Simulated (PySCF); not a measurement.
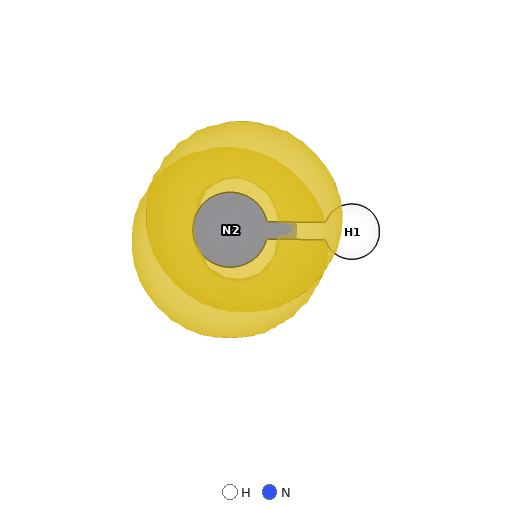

NH (charge −1, doublet). Isosurfaces of the spin density (α minus β) at +0.05 (yellow) and −0.05 e/Å³ (cyan), seen from one side.

Level of theory: PBE0/def2-TZVPPD, non-relativistic Hamiltonian with scalar-relativistic core potentials where named, at a bond length of 1.035 Å (PySCF).

### Where is the unpaired spin?

The unpaired spin (1 electron) lies mostly on N2 (about 0.9), in electrons by Hirshfeld's partition.
